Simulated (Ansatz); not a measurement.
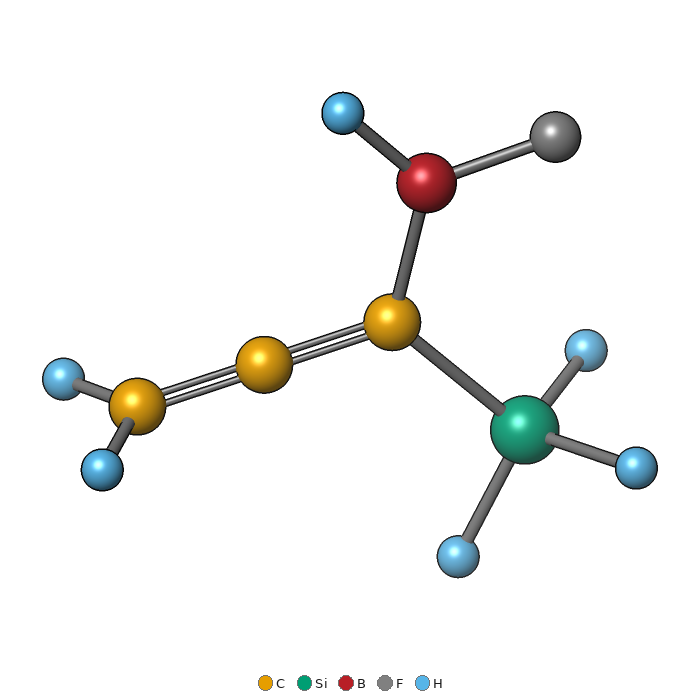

The picture shows a molecular structure as a ball-and-stick model. Double and triple bonds are drawn as two and three sticks.

**Give the formula.**

C3H6BFSi, 12 atoms: 3 carbon, 6 hydrogen, 1 boron, 1 fluorine and 1 silicon.

**Write the SMILES.**

C=C=C([SiH3])BF

The parts below concern this one geometry. Atoms keep their numbers from picture to picture. Computed geometry: PBE0-D4/def2-TZVP optimisation. No frequency run is at hand to confirm it as a minimum.

### Shape

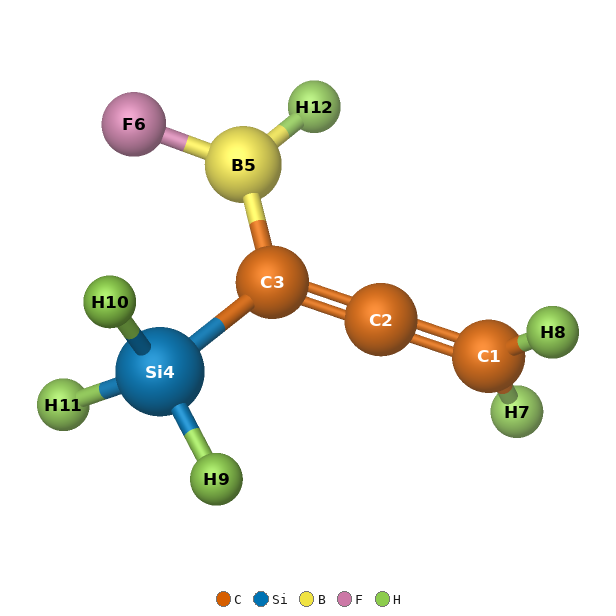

Atoms carry their numbers in the input. No frequency run is at hand to confirm it as a minimum.

Give these bond angles: C2–C1–H7, C1–C2–C3, C2–C3–Si4, C2–C3–B5, Si4–C3–B5, C3–Si4–H9, C3–Si4–H10, C3–B5–F6, C3–B5–H12, F6–B5–H12.

| angle | degrees |
| --- | --- |
| C2–C1–H7 | 120.9 |
| C1–C2–C3 | 179.8 |
| C2–C3–Si4 | 119.8 |
| C2–C3–B5 | 117.4 |
| Si4–C3–B5 | 122.8 |
| C3–Si4–H9 | 109.2 |
| C3–Si4–H10 | 109.9 |
| C3–B5–F6 | 118.8 |
| C3–B5–H12 | 123.4 |
| F6–B5–H12 | 117.8 |

### Levels of theory compared

No frequency run is at hand to confirm it as a minimum. Program: Ansatz 0.2.0.

At this fixed geometry, give HOMO–LUMO gap (eV) at these levels: B3LYP-D4/def2-TZVPP; PBE-D4/def2-TZVPP; PBE0-D4/def2-TZVPP; r2SCAN-D4/def2-TZVPP; ωB97M-V/def2-TZVPP; ωB97X-V/def2-TZVPP.

```csv
level,HOMO–LUMO gap (eV)
B3LYP-D4/def2-TZVPP,5.60
PBE-D4/def2-TZVPP,3.90
PBE0-D4/def2-TZVPP,6.02
r2SCAN-D4/def2-TZVPP,4.34
ωB97M-V/def2-TZVPP,10.25
ωB97X-V/def2-TZVPP,10.52
```

### Dipole moment

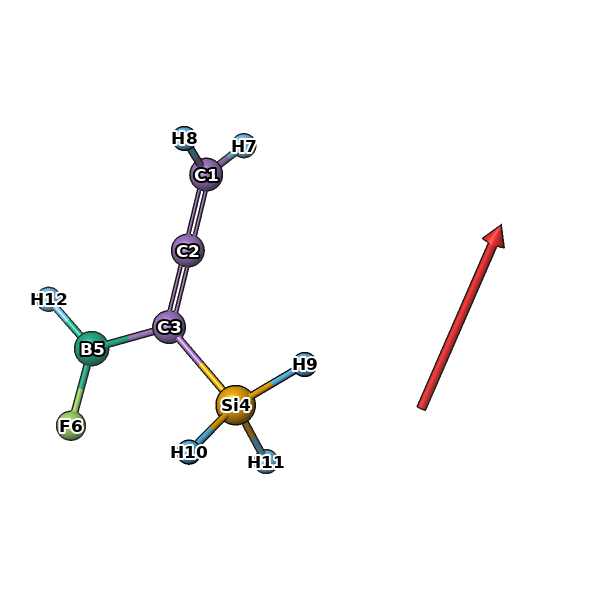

The arrow beside the molecule shows the direction of the dipole moment, from the negative to the positive end (its length means nothing). No frequency run is at hand to confirm it as a minimum. Level of theory: RKS ωB97M-V/def2-TZVPP (Ansatz 0.2.0).

**Estimate the dipole moment.**

1.86 D; it points from the side of F6 to the side of H7, H8 (the outermost atoms at the two ends).

### Charges

The questions are on Mulliken charges. No frequency run is at hand to confirm it as a minimum. Level of theory: RKS B3LYP-D4/def2-TZVPP (Ansatz 0.2.0).

**Which atom carries the highest charge (most positive or least negative)?**

Si4 (0.28 e).

**And the lowest?**

C1 (−0.25 e).

List the Mulliken charges.

| atom | value (e) |
| --- | --- |
| C1 | −0.25 |
| C2 | 0.11 |
| C3 | −0.21 |
| Si4 | 0.28 |
| B5 | 0.23 |
| F6 | −0.24 |
| H7 | 0.13 |
| H8 | 0.13 |
| H9 | −0.06 |
| H10 | −0.06 |
| H11 | −0.06 |
| H12 | 0.00 |

Mulliken values depend strongly on the basis set and can even reverse the polarity of a bond.
